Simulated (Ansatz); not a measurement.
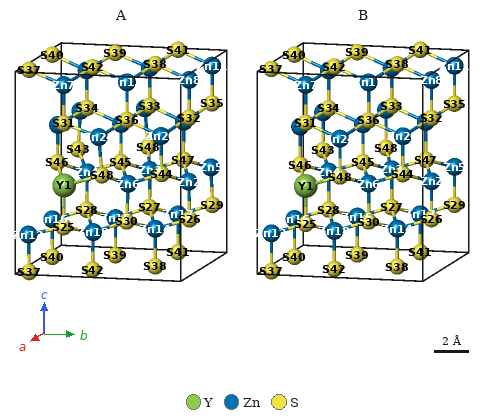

Two geometries of a defect cell of composition YZn23S24 (cell charge +1), drawn at one scale. One is the start of a relaxation, the other its converged end. Style: ball-and-stick. Shown: the cell of the calculation, reduced to other axes (origin shifted), slightly off an axis. Lengths and directions refer to the drawn axes.

Theory: DFT, PBE, plane-wave PAW, default files, scalar-relativistic (Ansatz). Set-up: plane-wave cutoff 420 eV; k-point mesh 3 × 2 × 2; occupations fermi dirac; smearing width 0.01 eV; no spin polarisation; atoms relaxed in a fixed cell; force threshold 0.03 eV/Å; at most 40 steps.

> Which one is relaxed?

Structure A is the relaxed one. The energy falls by 1.593 eV per cell of the calculation in 3 geometry steps. The largest force component goes from 3.2 to 0.023 eV/Å. The atom that moves furthest is an S atom (0.27 Å roughly along [1 3 1]). By element the largest moves are S 0.27 Å, Zn 0.11 Å, Y 0.05 Å. The lattice vectors keep their values. Near-neighbour distances that change, for instance: S–Y 2.348 → 2.585 Å, S–Y 2.342 → 2.569 Å, S–Zn 2.342 → 2.301 Å, S–Zn 2.348 → 2.318 Å. Among the angles between lasting bonds that change: S–Zn–S 109.4° → 97.0°, S–Zn–S 109.4° → 101.5°, Y–S–Zn 109.4° → 102.0°.

Limits of the set-up: the periodic images lie only 7.6 Å apart, so the values are limited by the cell's size; the cell is charged, on a uniform background, and energies carry no finite-size correction.
